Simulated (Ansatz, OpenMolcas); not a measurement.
## CH3FGeO (SMILES C[O][Ge][F]): the vertical energy of the triplet above the singlet, rung by rung

CH3FGeO has 7 atoms, charge 0, and is taken as a singlet. As SMILES, `C[O][Ge][F]`. Geometry: relaxed at PBE0-D4/def2-TZVP. This is one conformer, not always the lowest.

Quantity: the vertical energy of the triplet above the singlet, in eV. The values are calculated.

```
                                                       level                   kind     program  value (eV)  less CCSD(T)/6-31G*  CPU time (all runs)
                          SVWN5/6-31G* (spherical functions)                    LDA  OpenMolcas        3.95                +0.21                 35 s
                           TPSS/6-31G* (spherical functions)               meta-GGA  OpenMolcas        3.68                -0.06                 80 s
                          BHLYP/6-31G* (spherical functions)          global hybrid      Ansatz        3.81                +0.07                 28 s
                           PBE0/6-31G* (spherical functions)          global hybrid  OpenMolcas        3.71                -0.03                 45 s
                          B3LYP/6-31G* (Cartesian functions)          global hybrid  OpenMolcas        3.90                +0.16                 60 s
                        BCCD(T)/6-31G* (spherical functions)  coupled cluster or CI      Ansatz        3.75                +0.01              2.5 min
                        CCSD(T)/6-31G* (spherical functions)  coupled cluster or CI      Ansatz        3.74                 0.00                2 min
CCSD(T)/6-31G* (spherical functions), open shells restricted  coupled cluster or CI  OpenMolcas        3.74                 0.00                 97 s
```

CCSD(T)/6-31G* (spherical functions) is the highest level here, not the true value. All-electron rows without a relativistic Hamiltonian named are non-relativistic. The values span 3.68 to 3.95 eV. In the correlated wave-function rows the outer d shell of Ge is correlated, in sets not made for it. CPU times are rough (shared hosts, several kinds of processor and program).

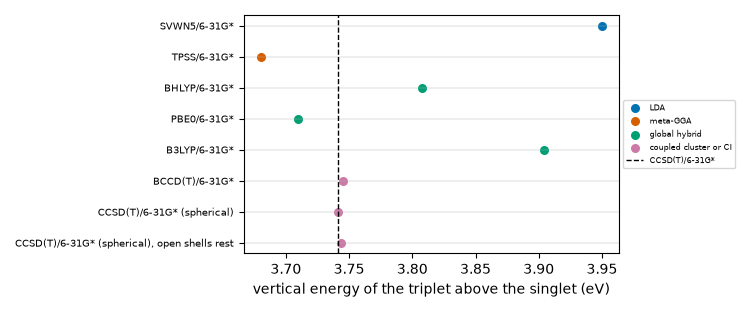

The values of the table, level by level.
